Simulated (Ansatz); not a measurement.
CH2BBrO: several calculations on one system

Part 1: Relaxation

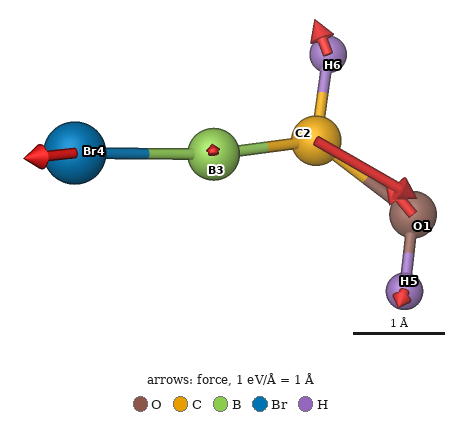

Starting geometry of CH$_{2}$BBrO with the computed forces as red arrows. A ball-and-stick model, seen at a tilt.

The run prepares an end point of a later path (torsion) calculation, from a guessed geometry.

The calculation used RKS B3LYP/def2-SVP in Ansatz 0.2.0.

Input
```yaml
crystal:
  periodic: [false, false, false]
  atoms:
    - { symbol: O, position_ang: [-0.48584, 1.30863, -0.72464] }
    - { symbol: C, position_ang: [0.26911, 0.42978, 0.04457] }
    - { symbol: B, position_ang: [0.15058, -0.91269, 0.38468] }
    - { symbol: Br, position_ang: [0.18622, -2.64565, 0.94209] }
    - { symbol: H, position_ang: [-1.24912, 0.85354, -1.09023] }
    - { symbol: H, position_ang: [1.12905, 0.9664, 0.44353] }
basis:
  gaussian: { orbitals: def2-SVP }
hamiltonian:
  xc: b3lyp
relax:
  f_tol: 0.015
  max_steps: 40
output:
  orbitals: {}
```

Run as
```bash
ansatz run input.yaml --threads 1 --pin off --max-ram 2048MiB --backend cpu --events-out ev --progress --plain --runs-dir out
```

> What follows when this structure is relaxed?

It isn't relaxed: the largest force vector, on C2, is 1.37 eV/Å. The final displacements follow the starting forces only in part (cosine between the two patterns 0.56). After 4 accepted moves (5 points after the start) the energy has fallen by 0.69 kcal/mol. The largest force component goes from 1 to 0.0091 eV/Å. The line search rejected the trial step at point 3 of the run. The largest move after the best rigid fit is that of Br4, 0.034 Å. By element the largest moves are Br 0.034 Å, C 0.029 Å, B 0.028 Å, H 0.027 Å, O 0.010 Å. Some distances before and after: B3–Br4 1.821 → 1.849 Å, O1–C2 1.391 → 1.374 Å, C2–B3 1.390 → 1.404 Å, C2–H6 1.089 → 1.101 Å. Among the angles between lasting bonds that change: C2–B3–Br4 173.0° → 175.9°, B3–C2–H6 117.0° → 114.3°, O1–C2–H6 108.7° → 111.3°.

Part 2: Relaxation

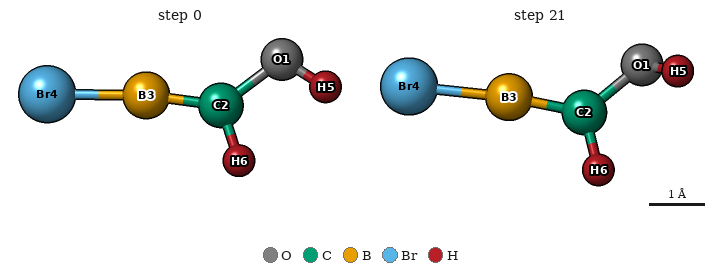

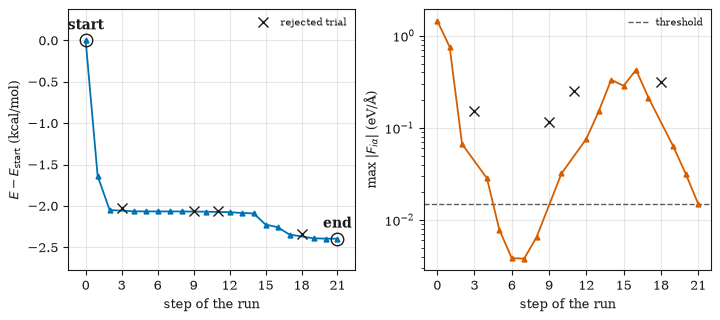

First and last geometry of a relaxation of CH$_{2}$BBrO, with the history of the run. Style: ball-and-stick. Shown at a tilt.

The run prepares an end point of a later path (torsion) calculation, from a guessed geometry.

All numbers below come from RKS B3LYP/def2-SVP (Ansatz 0.2.0).

Input
```yaml
crystal:
  periodic: [false, false, false]
  atoms:
    - { symbol: O, position_ang: [-0.48584, 1.30863, -0.72464] }
    - { symbol: C, position_ang: [0.26911, 0.42978, 0.04457] }
    - { symbol: B, position_ang: [1.44313, 0.54354, 0.77989] }
    - { symbol: Br, position_ang: [2.95227, 0.4782, 1.79643] }
    - { symbol: H, position_ang: [-1.24912, 0.85354, -1.09023] }
    - { symbol: H, position_ang: [-0.21259, -0.54716, 0.031] }
basis:
  gaussian: { orbitals: def2-SVP }
hamiltonian:
  xc: b3lyp
relax:
  f_tol: 0.015
  max_steps: 40
```

Run as
```bash
ansatz run input.yaml --threads 1 --pin off --max-ram 2048MiB --backend cpu --events-out ev --progress --plain --runs-dir out
```

What do the curves and the structures tell?

Answer. It converged. The atom that moves furthest after the best rigid fit is H5 (0.40 Å). By element the largest moves are H 0.40 Å, O 0.26 Å, Br 0.15 Å, C 0.15 Å, B 0.08 Å. Among the contacts that change: B3–Br4 1.821 → 1.847 Å, C2–H6 1.089 → 1.105 Å, C2–B3 1.390 → 1.405 Å, O1–C2 1.391 → 1.381 Å. Among the angles between lasting bonds that change: O1–C2–H6 108.7° → 117.1°, O1–C2–B3 134.4° → 127.1°. Groups turn about O1–C2 by about 45°. Over 17 accepted moves (21 points after the start) the energy falls by 2.40 kcal/mol. Largest force component: 1.5 eV/Å at the start, 0.015 eV/Å at the end. The line search rejected the trial steps at points 3, 9, 11, 18 of the run. The forces were under the threshold at step 5, but the run went on from there.

Part 3: Path

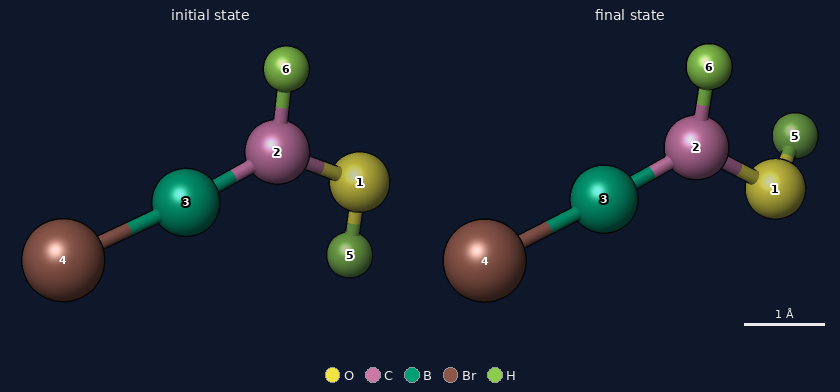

The two relaxed end points of a path for CH$_{2}$BBrO. Style: ball-and-stick. Shown at a tilt.

The calculation used RKS B3LYP/def2-SVP in Ansatz 0.2.0.

Input file:
```yaml
crystal:
  periodic: [false, false, false]
  atoms:
    - { symbol: O, position_ang: [-0.493568, 1.305649, -0.730305] }
    - { symbol: C, position_ang: [0.26822, 0.456782, 0.035343] }
    - { symbol: B, position_ang: [0.172903, -0.897945, 0.393161] }
    - { symbol: Br, position_ang: [0.160822, -2.66634, 0.932441] }
    - { symbol: H, position_ang: [-1.253899, 0.82757, -1.083827] }
    - { symbol: H, position_ang: [1.145522, 0.974294, 0.453187] }
basis:
  gaussian: { orbitals: def2-SVP }
hamiltonian:
  xc: b3lyp
neb:
  order_check: false
  images: 5
  f_tol: 0.03
  max_iterations: 60
  initial_path: idpp
  final_atoms:
    - { symbol: O, position_ang: [-0.59773714, 0.80611805, -1.08516968] }
    - { symbol: C, position_ang: [0.14877413, 0.30413106, -0.03778838] }
    - { symbol: B, position_ang: [0.17161746, -1.02101295, 0.42796507] }
    - { symbol: Br, position_ang: [0.38908317, -2.74232617, 1.06013549] }
    - { symbol: H, position_ang: [-0.96907961, 1.65706996, -0.81654266] }
    - { symbol: H, position_ang: [0.85734199, 0.99603005, 0.45140016] }
```

Launched with:
```bash
ansatz run input.yaml --threads 1 --pin off --max-ram 2048MiB --backend cpu --events-out ev --progress --plain --runs-dir out
```

Predict the minimum-energy path and its barrier.

Answer. Forward barrier 0.066 eV, backward barrier 0.036 eV, with image 3 at the top; the reaction energy is +0.030 eV. The motion is a rotation about the O1–C2 bond by about 135°, with a turn of about 40° about C2–B3. No bond forms or breaks between the ends. Among the angles between lasting bonds that change up to the highest image: O1–C2–B3 134.5° → 128.3°, O1–C2–H6 111.3° → 115.1°. The band converged in 8 iterations, with a climbing image at the top. At the top, the vibrational analysis gives one imaginary mode (248i cm⁻¹), as a transition state must have.

Energies of the converged images:

```tsv
image	path (Å)	E (eV)
0	0.00	0.000
1	0.22	0.017
2	0.45	0.051
3	0.67	0.066
4	0.94	0.053
5	1.21	0.036
6	1.48	0.030
```

The geometry at the top of the path:

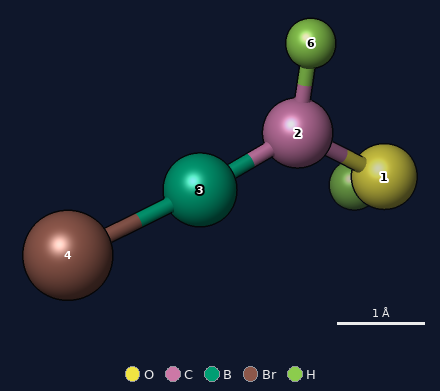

The run took 3.9 min on 1 thread of Arm Neoverse N1, with other jobs on the host, peak memory 0.26 GiB.
